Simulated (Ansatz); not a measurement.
**UCCSDT/STO-3G run of SiF3 (trifluorosilyl)**

Aim: the energy change on altering one bond length of SiF3 (trifluorosilyl) at UCCSDT/STO-3G, from 2 runs. 

The calculation is run with Ansatz 0.2.0.

9 further runs of the same task are left out: 7 that didn't finish, 2 set aside as unsound or not needed.

### 1 The molecule

The species is SiF3 (4 atoms), meant as a doublet with charge 0. SMILES: `F[Si](F)F`. Geometry: relaxed at PBE0-D4/def2-TZVP.

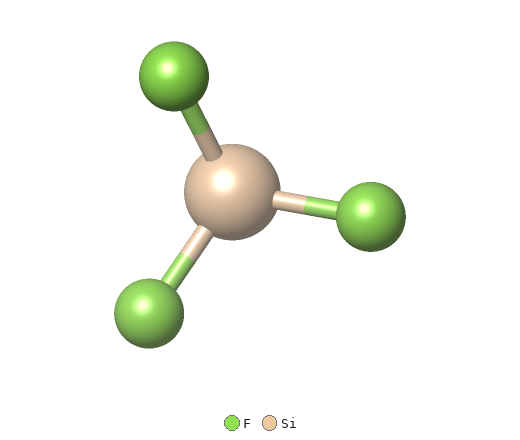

Viewed from a chosen angle; fluorine green, silicon light orange.

### 2 The energy at UCCSDT/STO-3G

Input file in.yaml:

```yaml
crystal:
  periodic: [false, false, false]
  atoms:
    - {symbol: F, position_ang: [0.784850, -0.507040, 1.151700]}
    - {symbol: Si, position_ang: [-0.282750, 0.213060, 0.234280]}
    - {symbol: F, position_ang: [-0.994260, -0.892250, -0.644340]}
    - {symbol: F, position_ang: [0.492160, 1.186230, -0.741640]}
basis:
  gaussian:
    orbitals: STO-3G
accuracy: high
scf:
  omitted_lower_state_checks: [cluster_reference, increment]
correlation:
  method: ccsdt
  frozen_orbitals: {F: 1, Si: 5}
magnetization:
  spin_polarized: true
  initial_magnetization: 1
```

Started as:

```bash
$ ansatz run in.yaml --threads 1 --pin off --max-ram 3480MiB --events-out events.jsonl --progress --plain --runs-dir runs
```

Log, shortened:

```text
Warning: RAYON_NUM_THREADS=1 ignored (pool sized by the plan → 1); use --threads N
Functional definition: HF
  name "HF"
[...]
460 factors; integrals over basis functions are off by at most 3.1e-8 eV
[...]
mean field -15775.13431364 eV, -579.7254932562 hartree, gradient 2.1e-8 eV, S^2 0.757352; 0 other end points of the search recorded, 0 dependent functions left out
8 core orbitals not correlated: weight in the atoms' cores, before any rotation towards them, 1.000 or more for the frozen orbitals, at most 0.000 for the correlated occupied ones
reference -15775.13431364 eV, -579.7254932562 hartree; 13, 12 occupied and 3, 4 virtual orbitals, 460 factors
second order -1.92037273 eV of doubles, -0.00000000 eV of singles
cycle   1  -2.07464061 eV  change   -1.5e-1 eV  update   9.1e-2
[...]
cycle  24  -2.51474139 eV  change   -1.3e-9 eV  update   1.9e-9
Total energy: -15777.64905504 eV, -579.8179082979 hartree
Checks for a lower state left out: cluster_reference, increment
```

Run time: 2.1 s. Hardware: 1 thread of Intel Xeon Platinum 8375C at 2.90GHz (Ice Lake), shared host; peak memory 0.1 GiB.

### 3 The distorted shape

Input file in.yaml:

```yaml
basis:
  gaussian:
    orbitals: STO-3G
crystal:
  periodic: [false, false, false]
  atoms:
    - {symbol: F, position_ang: [1.051741, -0.687059, 1.381047]}
    - {symbol: Si, position_ang: [-0.282750, 0.213060, 0.234280]}
    - {symbol: F, position_ang: [-0.994260, -0.892250, -0.644340]}
    - {symbol: F, position_ang: [0.492160, 1.186230, -0.741640]}
magnetization:
  spin_polarized: true
  initial_magnetization: 1
accuracy: high
scf:
  omitted_lower_state_checks: [cluster_reference, increment]
correlation:
  method: ccsdt
  frozen_orbitals: {F: 1, Si: 5}
```

Started as:

```bash
$ ansatz run in.yaml --threads 1 --pin off --max-ram 3480MiB --events-out events.jsonl --progress --plain --runs-dir runs
```

Log:

```text
Warning: RAYON_NUM_THREADS=1 ignored (pool sized by the plan → 1); use --threads N
[... 12 lines left out ...]
8 core orbitals not correlated: weight in the atoms' cores, before any rotation towards them, 1.000 or more for the frozen orbitals, at most 0.000 for the correlated occupied ones
[... 40 lines left out ...]
Total energy: -15776.79716484 eV, -579.7866019105 hartree
Checks for a lower state left out: cluster_reference, increment
```

Wall time 3.3 s (1 thread of Intel Xeon Platinum 8375C at 2.90GHz (Ice Lake), shared host); peak memory 0.1 GiB.

### 4 Outcome

At UCCSDT/STO-3G, 8 core orbitals frozen:

| quantity | value |
| --- | --- |
| first shape: total energy | -579.81791 Eh |
| first shape: correlation energy (8 core orbitals frozen) | -92.4 mEh |
| first shape: ⟨S²⟩ of the reference determinant | 0.757 |
| first shape: T1 diagnostic | 0.015 |
| distorted shape: total energy | -579.78660 Eh |
| distorted shape: correlation energy (8 core orbitals frozen) | -107.0 mEh |
| distorted shape: ⟨S²⟩ of the reference determinant | 0.887 |
| distorted shape: T1 diagnostic | 0.031 |
| energy change with the F1–Si2 bond stretched from 1.581 to 1.976 Å | 0.852 eV |

**Reading.** With the F1–Si2 bond stretched from 1.581 to 1.976 Å the energy rises by 0.85 eV (82.2 kJ/mol). The first shape isn't relaxed at this level, so the change isn't measured from a minimum. The minimal basis adds a large error of its own. ⟨S²⟩ (distorted shape) is 0.89 where a pure doublet has 0.75: the reference is spin-contaminated.
